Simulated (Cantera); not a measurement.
Feed: 1 mol CaCl₂, 42 mol H₂, equilibrated at 1225 K.

These are equilibrium values from Cantera (NASA tables, ideal gas, pure condensed phases), not measurements of a reactor. Candidate condensed phases: Ca, CaCl₂; 9 gas species. The numbers say what is thermodynamically allowed, not how fast it happens.

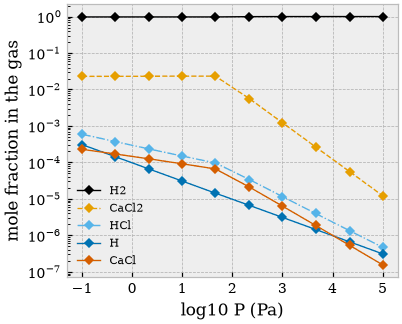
Figure: Equilibrium gas composition (values under 1e-9 drawn at 1e-9)

Question: Read off the mole fractions at 10.0 Pa.

Answer: H₂ about 0.98, CaCl₂ about 0.023, HCl about 0.00015, CaCl about 9.2e-5, H about 3.1e-5.
